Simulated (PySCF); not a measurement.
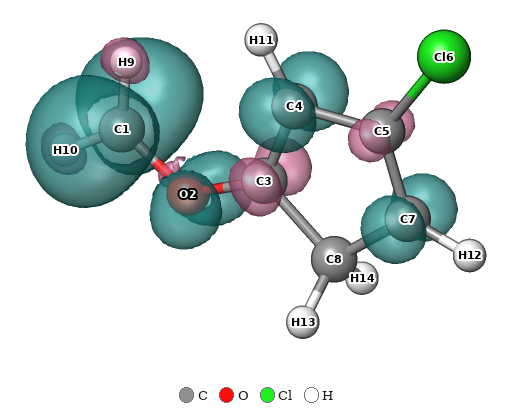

The picture shows: C₆H₆ClO (doublet). Isosurfaces of the spin density (α minus β) at +0.02 (teal) and −0.02 e/Å³ (pink), seen at a tilt.

Geometry: GFN2-xTB.

Method: UKS B3LYP, pcH-1 on C Cl H O, non-relativistic, mean-field spin-orbit, GIAO in PySCF 2.14.0, density-fitted response routines.

| atom | x (Å) | y (Å) | z (Å) |
| --- | --- | --- | --- |
| C | 2.6649 | 0.1006 | 0.4072 |
| O | 1.6477 | -0.6398 | -0.0264 |
| C | 0.3874 | -0.2252 | -0.0365 |
| C | -0.1826 | 0.9555 | 0.3536 |
| C | -1.5919 | 0.8533 | 0.1165 |
| Cl | -2.6813 | 2.1274 | 0.4752 |
| C | -1.9188 | -0.3451 | -0.4075 |
| C | -0.6736 | -1.1569 | -0.5556 |
| H | 2.5288 | 1.0959 | 0.7800 |
| H | 3.6209 | -0.3768 | 0.3574 |
| H | 0.2951 | 1.8224 | 0.7656 |
| H | -2.8948 | -0.6929 | -0.6816 |
| H | -0.4859 | -1.4374 | -1.5945 |
| H | -0.7165 | -2.0816 | 0.0246 |

Where is the unpaired spin?

Answer. The unpaired spin (1 electron) lies mostly on C1 (about 0.7), O2 (about 0.1) and C4 (about 0.1), in electrons by Hirshfeld's partition.
